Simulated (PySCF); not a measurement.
C₄H₁₄N₂Si₂

```yaml
atoms:
  - { symbol: C, position_ang: [-1.2546, 0.3311, 1.5205] }
  - { symbol: C, position_ang: [-0.8146, -0.1194, 0.1243] }
  - { symbol: C, position_ang: [-1.2188, -1.5807, -0.0923] }
  - { symbol: C, position_ang: [-1.5031, 0.7589, -0.9320] }
  - { symbol: N, position_ang: [0.6146, 0.0013, 0.0130] }
  - { symbol: Si, position_ang: [1.7155, 1.2037, 0.6304] }
  - { symbol: N, position_ang: [2.8602, 0.3771, -0.3825] }
  - { symbol: Si, position_ang: [1.7532, -0.7858, -1.0466] }
  - { symbol: H, position_ang: [-1.0065, 1.3793, 1.6675] }
  - { symbol: H, position_ang: [-0.7362, -0.2529, 2.2764] }
  - { symbol: H, position_ang: [-2.3274, 0.2020, 1.6458] }
  - { symbol: H, position_ang: [-0.9452, -1.8966, -1.0960] }
  - { symbol: H, position_ang: [-0.6998, -2.2163, 0.6203] }
  - { symbol: H, position_ang: [-2.2915, -1.7058, 0.0363] }
  - { symbol: H, position_ang: [-1.1903, 0.4496, -1.9263] }
  - { symbol: H, position_ang: [-1.2157, 1.7976, -0.7891] }
  - { symbol: H, position_ang: [-2.5852, 0.6765, -0.8586] }
  - { symbol: H, position_ang: [1.9770, 1.0913, 2.0644] }
  - { symbol: H, position_ang: [1.4584, 2.5849, 0.2183] }
  - { symbol: H, position_ang: [3.8420, 0.5160, -0.5247] }
  - { symbol: H, position_ang: [2.0386, -2.1736, -0.6880] }
  - { symbol: H, position_ang: [1.5190, -0.6187, -2.4818] }
```

Geometry: GFN2-xTB.

Level of theory: PBE0/pcSseg-1, SCF density, gas phase, non-relativistic in PySCF.

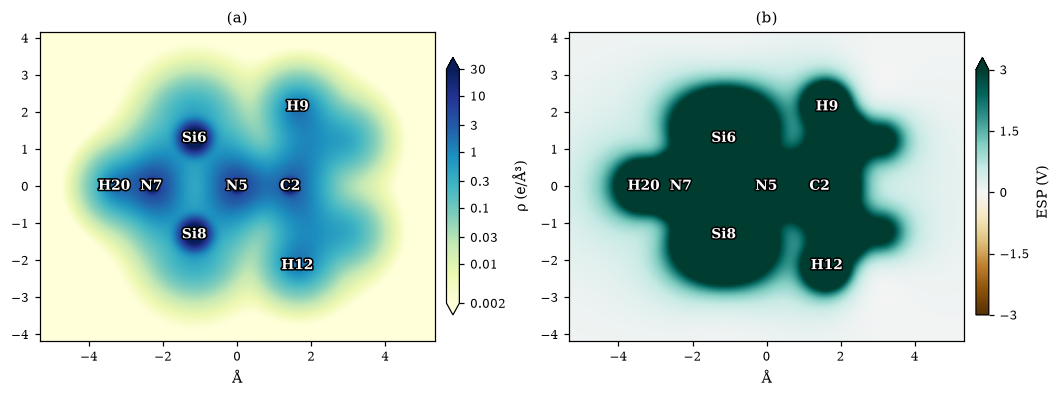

Figure 1. (a) electron density; (b) molecular electrostatic potential on the plane of atoms Si6, N7 and H20.

**Read the bonding off the picture.**

- Atoms in the plane: C, N, Si and H.
- C–N (1.44 Å): ρ is about 1.9 e/Å³ halfway.
- Si–N (1.74 Å): ρ is about 1 e/Å³ halfway.
- N–H (1.00 Å): the density is about 2.8 e/Å³ at the midpoint.
- The potential has no marked negative region in this plane.

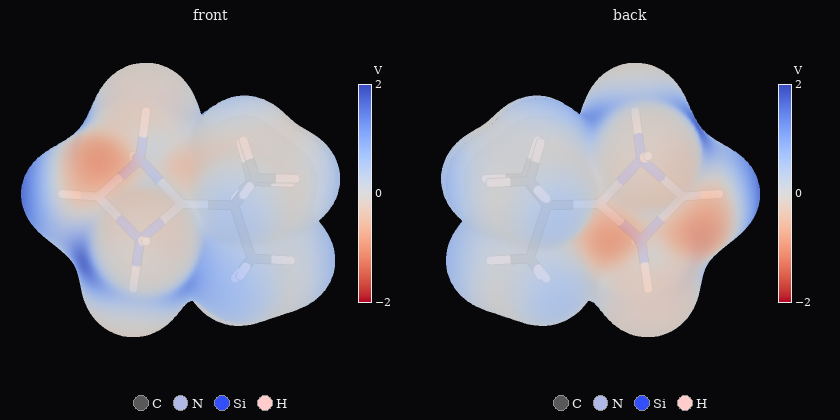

Figure 2. The molecular electrostatic potential painted on the density surface at 0.002 e/bohr³, seen from the front and from behind; red is negative and blue positive.

**Where is the surface potential most negative and most positive?**

The most negative region (about −0.9 V) lies over N5 and N7, the most positive (about +1.5 V) over Si6, Si8 and H20.
